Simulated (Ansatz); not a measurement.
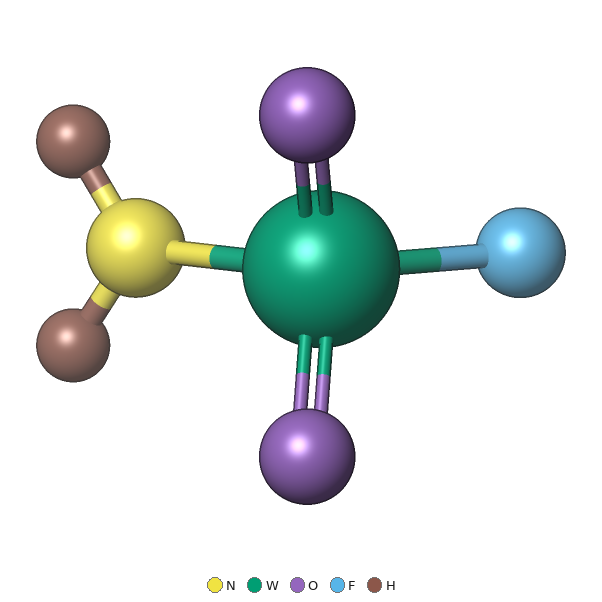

Charge 0, singlet. The computed structure is the end point of a PBE0-D4/def2-TZVP optimisation. Program: Ansatz 0.2.0.

Tabulate dipole (D), HOMO–LUMO gap (eV), HOMO energy (eV) at these levels: B3LYP-D4/def2-TZVPP; PBE-D4/def2-TZVPP; r2SCAN-D4/def2-TZVPP; ωB97M-V/def2-TZVPP.

```tsv
level	dipole (D)	HOMO–LUMO gap (eV)	HOMO energy (eV)
B3LYP-D4/def2-TZVPP	4.13	6.90	−8.81
PBE-D4/def2-TZVPP	3.98	4.99	−7.47
r2SCAN-D4/def2-TZVPP	4.08	5.46	−7.85
ωB97M-V/def2-TZVPP	4.11	11.94	−11.38
```
